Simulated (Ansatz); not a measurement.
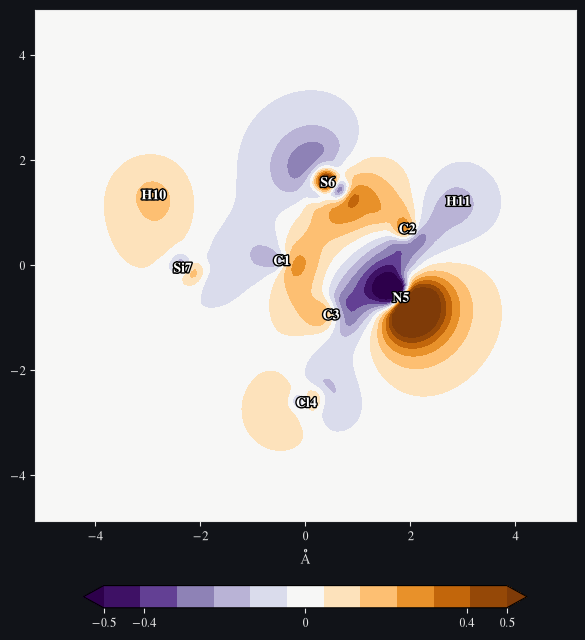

The picture shows: C3H4ClNSSi (SMILES [SiH3]c1scnc1Cl). The HOMO−1 on the plane of atoms N5, C2 and H11 (values in Å⁻³ᐟ²; the overall sign is arbitrary).

Geometry: PBE-D3(BJ)/def2-SVP.

Method: Ansatz, isolated molecule in a Gaussian basis; Kohn-Sham density functional theory, functional PBE0.

The calculation's input:

```
crystal:
  periodic: [false, false, false]
  atoms:
    - {symbol: C, position_ang: [-0.328236, 1.035481, 0.993541]}
    - {symbol: C, position_ang: [-0.017385, 2.791050, 2.691701]}
    - {symbol: C, position_ang: [-0.447016, 0.677530, 2.335365]}
    - {symbol: Cl, position_ang: [-0.802488, -0.946974, 2.827839]}
    - {symbol: N, position_ang: [-0.275682, 1.645574, 3.276590]}
    - {symbol: S, position_ang: [0.028564, 2.737040, 0.947973]}
    - {symbol: Si, position_ang: [-0.508323, -0.064739, -0.517826]}
    - {symbol: H, position_ang: [0.511372, -1.166586, -0.478172]}
    - {symbol: H, position_ang: [-1.885623, -0.662022, -0.560037]}
    - {symbol: H, position_ang: [-0.288621, 0.781755, -1.739358]}
    - {symbol: H, position_ang: [0.161477, 3.732423, 3.232186]}
basis:
  gaussian:
    orbitals: def2-SVPD
output: {forces: true, orbitals: {seedname: orbitals}}
hamiltonian:
  xc: {name: PBE0}
```

Launched as:

```sh
ansatz run input.yaml --threads 2 --pin off --max-ram 5220MiB --events-out events.jsonl --progress --plain --runs-dir runs
```

Where does this orbital lie, and at what energy?

Answer. Its weight (Hirshfeld) is mainly on N5 (about 60 %), S6 (about 15 %), C2 (about 10 %) and C3 (about 5 %). Its energy is −8.63 eV.
